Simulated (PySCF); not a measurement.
# GaHCl (SMILES [Cl][GaH]): UCAM-B3LYP/cc-pVTZ

What is the vertical ionisation energy of GaHCl at UCAM-B3LYP/cc-pVTZ? 

The results are computed with PySCF 2.14.0.

## Step 1: The system as given

GaHCl has 3 atoms, charge 0, and is taken as a doublet. As SMILES, `[Cl][GaH]`. Geometry: relaxed at PBE0-D4/def2-TZVP.

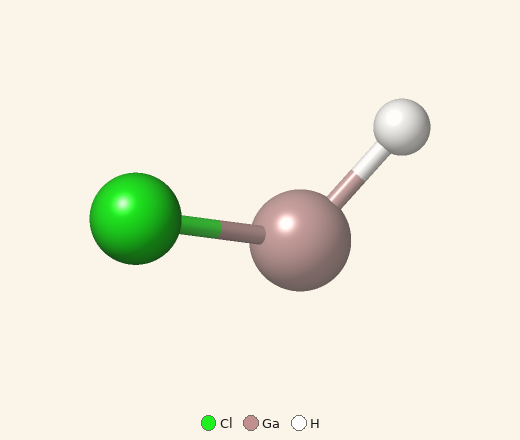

Viewed from a chosen angle; chlorine green, gallium pink, hydrogen white.

## Step 2: A single-point energy at UCAM-B3LYP/cc-pVTZ

Input file calc.py:

```python
from pyscf import gto, dft

mol = gto.M(
    atom='''
Cl     2.892604    -0.361505     1.522552
Ga    -0.625688    -1.102655    -0.439928
H     -2.287513     1.341706    -1.107946
''',
    verbose=3,
    basis='cc-pvtz',
    unit='bohr',
    spin=1,
    max_memory=1860,
)

calc0 = dft.UKS(mol)
calc0.xc = 'cam-b3lyp'
calc0.conv_tol = 1e-10
calc0.grids.level = 4
calc0.kernel()
if not calc0.converged:
    calc0 = calc0.newton().run(calc0.mo_coeff, calc0.mo_occ)

e_final = calc0.e_tot
print('E = %.10f Eh' % e_final)
```

On the command line:

```
OMP_NUM_THREADS=1 python calc.py
```

The program printed:

```text
converged SCF energy = -2385.85224893126  <S^2> = 0.75577695  2S+1 = 2.0057686
E = -2385.8522489313 Eh
```

Run time: 27 s. Hardware: 1 thread of Intel Xeon Platinum 8488C (Sapphire Rapids), shared host; peak memory 0.43 GiB.

## Step 3: The singlet cation

Input file calc.py:

```python
from pyscf import gto, dft

system = gto.M(
    atom=[
    ('Cl', (1.530700, -0.191300, 0.805700)),
    ('Ga', (-0.331100, -0.583500, -0.232800)),
    ('H', (-1.210500, 0.710000, -0.586300)),
],
    spin=0,
    basis='cc-pvtz',
    charge=1,
    verbose=4,
    max_memory=1860,
)

ks = dft.RKS(system)
ks.xc = 'cam-b3lyp'
ks.conv_tol = 1e-10
ks.grids.level = 4
ks.kernel()
if not ks.converged:
    ks = ks.newton().run(ks.mo_coeff, ks.mo_occ)

e_final = ks.e_tot
print('E = %.10f Eh' % e_final)
```

On the command line:

```
OMP_NUM_THREADS=1 python calc.py
```

The program printed:

```text
PySCF version 2.14.0

[INPUT] num. atoms = 3
[INPUT] num. electrons = 48
[INPUT] charge = 1
[INPUT] spin (= nelec alpha-beta = 2S) = 0
[INPUT] symmetry False subgroup None
[INPUT] Mole.unit = angstrom
[INPUT] Symbol           X                Y                Z      unit          X                Y                Z       unit  Magmom
[INPUT]  1 Cl     1.530700000000  -0.191300000000   0.805700000000 AA    2.892603778872  -0.361504607629   1.522552338562 Bohr   0.0
[INPUT]  2 Ga    -0.331100000000  -0.583500000000  -0.232800000000 AA   -0.625688319843  -1.102655193684  -0.439928241799 Bohr   0.0
[INPUT]  3 H     -1.210500000000   0.710000000000  -0.586300000000 AA   -2.287513473786   1.341705548441  -1.107946426832 Bohr   0.0

nuclear repulsion = 141.693116436539
number of shells = 25
number of NR pGTOs = 186
number of NR cGTOs = 91
basis = cc-pvtz
ecp = {}

******** <class 'pyscf.dft.rks.RKS'> ********
method = RKS
initial guess = minao
damping factor = 0
level_shift factor = 0
DIIS = <class 'pyscf.scf.diis.CDIIS'>
diis_start_cycle = 1
diis_space = 8
diis_damp = 0
SCF conv_tol = 1e-10
SCF conv_tol_grad = None
SCF max_cycles = 50
direct_scf = True
direct_scf_tol = 1e-13
XC library pyscf.dft.libxc version 7.0.0
    S. Lehtola, C. Steigemann, M. J.T. Oliveira, and M. A.L. Marques.,  SoftwareX 7, 1–5 (2018)
XC functionals = cam-b3lyp
    T. Yanai, D. P. Tew, and N. C. Handy.,  Chem. Phys. Lett. 393, 51 (2004)
radial grids:
    Treutler-Ahlrichs [JCP 102, 346 (1995); DOI:10.1063/1.469408] (M4) radial grids

becke partition: Becke, JCP 88, 2547 (1988); DOI:10.1063/1.454033
pruning grids: <function nwchem_prune>
grids dens level: 4
symmetrized grids: False
atomic radii adjust function: <function treutler_atomic_radii_adjust>
small_rho_cutoff = 0
Set gradient conv threshold to 1e-05
Initial guess from minao.
tot grids = 74776
init E= -2385.31922918035
  HOMO = -0.385141438100137  LUMO = -0.157866521294387  gap/eV = 6.18447
cycle= 1 E= -2385.43338943774  delta_E= -0.114  |g|= 0.588  |ddm|= 1.46
  HOMO = -0.542223668789276  LUMO = -0.426658806354574  gap/eV = 3.14468
cycle= 2 E= -2385.367755954  delta_E= 0.0656  |g|= 0.812  |ddm|= 1.47
  HOMO = -0.627619598933609  LUMO = -0.383153685398124  gap/eV = 6.65226
cycle= 3 E= -2385.52737320611  delta_E= -0.16  |g|= 0.0972  |ddm|= 0.817
  HOMO = -0.604568921737303  LUMO = -0.371788674002933  gap/eV = 6.33427
cycle= 4 E= -2385.52927563194  delta_E= -0.0019  |g|= 0.0265  |ddm|= 0.11
  HOMO = -0.610158154381908  LUMO = -0.36594219724442  gap/eV = 6.64545
cycle= 5 E= -2385.52947322161  delta_E= -0.000198  |g|= 0.00326  |ddm|= 0.0341
  HOMO = -0.610203279996304  LUMO = -0.366047379851401  gap/eV = 6.64382
cycle= 6 E= -2385.52947950862  delta_E= -6.29e-06  |g|= 0.00131  |ddm|= 0.00558
  HOMO = -0.610062517185201  LUMO = -0.366029260683112  gap/eV = 6.64048
cycle= 7 E= -2385.52948057408  delta_E= -1.07e-06  |g|= 0.000339  |ddm|= 0.00217
  HOMO = -0.610058659115055  LUMO = -0.366085509688308  gap/eV = 6.63885
cycle= 8 E= -2385.52948075352  delta_E= -1.79e-07  |g|= 8.77e-05  |ddm|= 0.00119
  HOMO = -0.610063922475215  LUMO = -0.366077911458492  gap/eV = 6.63920
cycle= 9 E= -2385.52948076894  delta_E= -1.54e-08  |g|= 3.28e-05  |ddm|= 0.000342
  HOMO = -0.61006598945587  LUMO = -0.36607741572947  gap/eV = 6.63927
cycle= 10 E= -2385.52948077084  delta_E= -1.89e-09  |g|= 1.21e-05  |ddm|= 0.000132
  HOMO = -0.610063607346626  LUMO = -0.366078108864481  gap/eV = 6.63918
cycle= 11 E= -2385.52948077099  delta_E= -1.53e-10  |g|= 4.44e-06  |ddm|= 2.8e-05
  HOMO = -0.610063776349708  LUMO = -0.366078109222604  gap/eV = 6.63919
cycle= 12 E= -2385.52948077099  delta_E= -3.18e-12  |g|= 1.42e-06  |ddm|= 1.3e-05
  HOMO = -0.610063766919189  LUMO = -0.3660781365565  gap/eV = 6.63919
Extra cycle  E= -2385.52948077101  delta_E= -1.91e-11  |g|= 9.71e-07  |ddm|= 3.33e-06
converged SCF energy = -2385.52948077101
E = -2385.5294807710 Eh
```

It took 23 s on 1 thread of Intel Xeon Platinum 8488C (Sapphire Rapids), shared host; peak memory 0.42 GiB.

## Step 4: Results

Level: UCAM-B3LYP/cc-pVTZ.

```
                                          quantity           value
                       doublet GaHCl: total energy  -2385.85225 Eh
                      doublet GaHCl: dipole moment          2.05 D
 doublet GaHCl: HOMO energy (highest over α and β)        -7.57 eV
  doublet GaHCl: LUMO energy (lowest over α and β)        -2.32 eV
                               doublet GaHCl: ⟨S²⟩           0.756
                      singlet cation: total energy  -2385.52948 Eh
                       singlet cation: HOMO energy       -16.60 eV
                       singlet cation: LUMO energy        -9.96 eV
                     singlet cation: HOMO–LUMO gap         6.64 eV
vertical ionisation energy (to the singlet cation)        8.783 eV
```

What this shows: Removing an electron at fixed nuclei costs 8.78 eV (847 kJ/mol). Only the singlet of the ionised species was computed; a triplet could lie lower. Mulliken charges (doublet GaHCl) run from -0.23 on Cl1 to +0.21 on Ga2; they depend strongly on the basis.
